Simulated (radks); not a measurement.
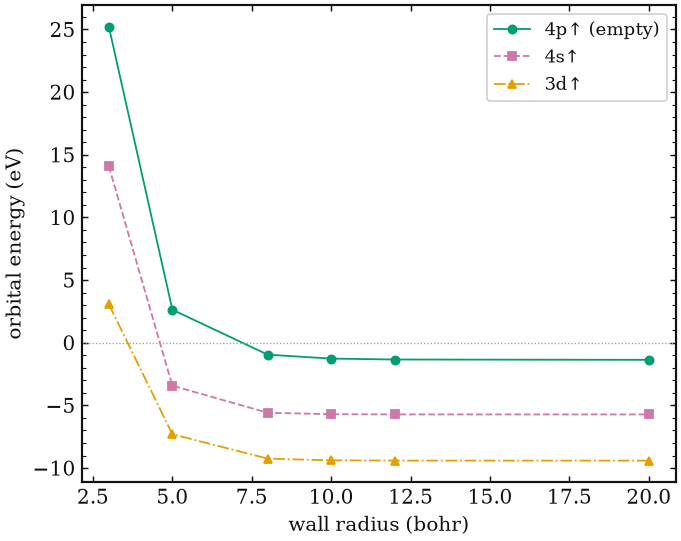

Atomic cobalt (Co); electrons: [Ar] 3d7 4s2 (high spin). It is put inside a hard spherical wall of varying radius. Theory: scalar-relativistic Kohn-Sham, PBE, spin-polarised, spherical densities, finite nucleus (computed with the in-house radial solver radks). The plot shows the outer orbital energies (spin up).

> How do the levels move, and do any cross?

The levels rise as the wall closes in: 4p↑ goes from −1.36 eV at 20 bohr to 25.2 eV at 3 bohr and passes zero between 8 and 5 bohr. No two of the levels drawn cross. The fastest to rise is 4p↑ (by 26.6 eV), the slowest 3d↑ (by 12.5 eV): the wall presses hardest on the most extended orbitals.
